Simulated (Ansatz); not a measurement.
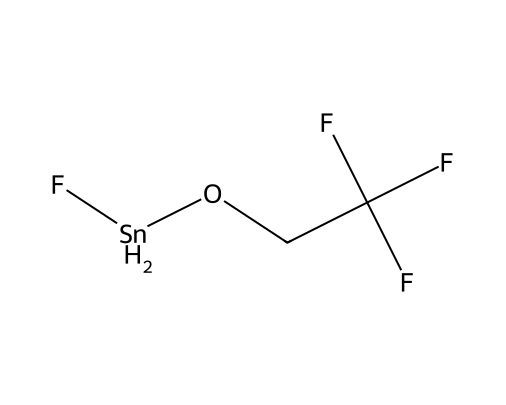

The picture comes from a calculation with Ansatz.

A structural formula.

Question: Transcribe the drawing into SMILES.

Answer: [F][SnH2][O]CC(F)(F)F

Question: Give the formula, hydrogens included.

Answer: C2H4F4OSn.

Question: An optimisation with PBE-D4/def2-SVP gave a structure of which point group?

Answer: C1. Other conformers may differ.
